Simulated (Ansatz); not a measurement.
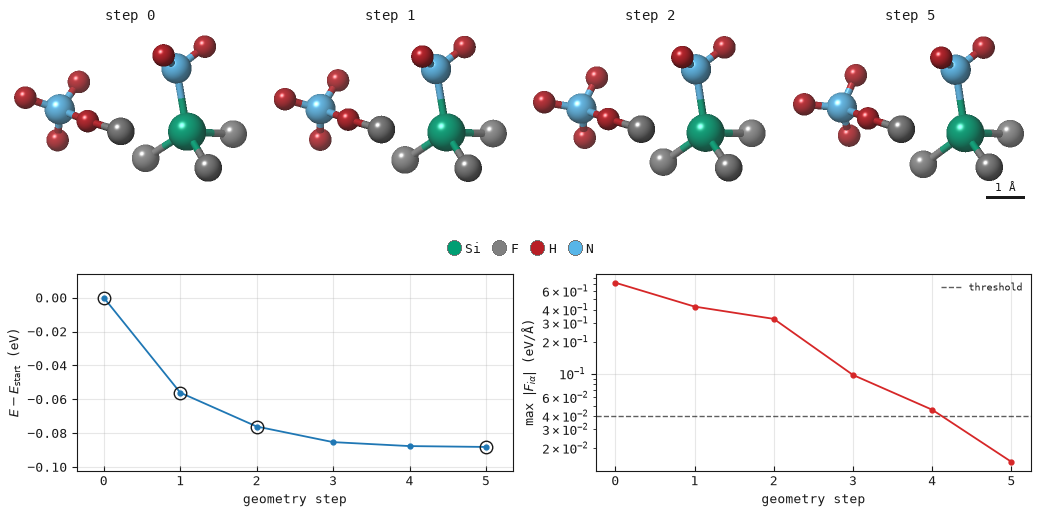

Frames of a constrained relaxation of SiN2H6F4, marked on the history of the run. The picture is a ball-and-stick view, seen face on.

The reaction that was planned forms Si1–N7, H6–N9, F2–H8 and breaks Si1–F2, H6–N7, H8–N9 (atoms numbered from 1 in input order).

Theory: RKS PBE0-D4/def2-SVP (Ansatz 0.2.0). (held fixed: the distance between atoms 1 (Si) and 7 (N), the distance between atoms 6 (H) and 9 (N), the distance between atoms 2 (F) and 8 (H), the distance between atoms 1 (Si) and 2 (F), the distance between atoms 6 (H) and 7 (N), the distance between atoms 8 (H) and 9 (N), counting from 1; force threshold 0.04 eV/Å; at most 150 steps)

**Describe the path.**

Over 5 geometry steps the energy falls by 0.088 eV. Largest force component: 0.72 eV/Å at the start, 0.015 eV/Å at the end. The atom that moves furthest after the best rigid fit is an H atom (0.34 Å). Largest moves by element: H 0.34 Å, F 0.18 Å, N 0.07 Å, Si 0.07 Å. Some distances before and after: F–Si 1.585 → 1.605 Å, F–Si 1.609 → 1.628 Å, H–N 1.015 → 1.022 Å. Bond angles that change, for instance: F–Si–N 111.1° → 116.0°, H–N–H 109.8° → 113.2°, F–Si–N 127.6° → 124.2°. From step 0 to 1: an H atom moves most (0.07 Å), energy −0.056 eV. From step 1 to 2: an H atom moves most (0.14 Å), energy −0.020 eV. From step 2 to 5: an H atom moves most (0.13 Å), energy −0.012 eV.

```csv
step,"E − E(0), eV","largest force component, eV/Å"
0,0.0000,0.7190
1,-0.0561,0.4284
2,-0.0761,0.3282
3,-0.0853,0.0973
4,-0.0876,0.0457
5,-0.0881,0.0148
```
